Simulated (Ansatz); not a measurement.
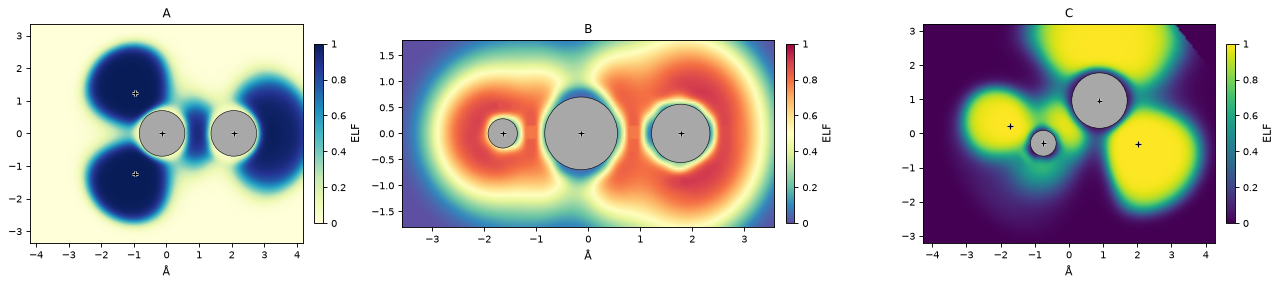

The ELF of 3 systems, each on a plane through atoms (crosses mark nuclei in the plane; grey discs cover the cores).

The calculation used Ansatz, isolated molecule in a Gaussian basis; Kohn-Sham density functional theory, functional PBE0.

System 1: OSSi (SMILES O=[Si]=S), a plane that holds the molecular axis. Geometry: PBE0-D4/def2-TZVP.

```xyz
3

O     0.0000    0.0000   -1.6429
S     0.0000    0.0000    1.7788
Si    0.0000    0.0000   -0.1359
```

System 2: H2Si2 (SMILES [Si]=[SiH2]), the molecular plane. Geometry: B3LYP-D4/def2-TZVP.

```xyz
4

Si   -2.5853    0.7054   -1.0078
Si   -1.3699    2.1605   -2.1242
H     0.1026    2.0640   -2.2768
H    -1.9264    3.3516   -2.8115
```

System 3: CH4Al (charge −1), the plane of atoms C1, Al2 and H6. Geometry: PBE0-D3(BJ)/def2-SVPD; the highest occupied orbital lies above zero, a sign that basis and functional describe the outermost electron poorly.

```xyz
6

C     0.4306   -0.5750    0.0863
Al    0.5085    1.4786    0.2722
H     1.2976   -1.0332   -0.4209
H     0.3408   -1.0457    1.0865
H    -0.4801   -0.8742   -0.4717
H    -0.9878    1.5997    1.0718
```

Match each panel to its system.

Panel A is system 2, H2Si2: the plane holds Si and H. Si–Si (2.20 Å): the ELF peaks at about 0.90 between the atoms; a covalent bond. Panel B is system 1, OSSi: the plane holds O, S and Si. Si–O (1.51 Å): the ELF peaks at about 0.80 in the valence shell of O, 0.6 Å from its nucleus, and is about 0.35 at the midpoint. Panel C is system 3, CH4Al: the plane holds C, Al and H. C–Al (2.06 Å): the ELF peaks at about 0.95 in the valence shell of C, 0.8 Å from its nucleus, and is about 0.85 at the midpoint.
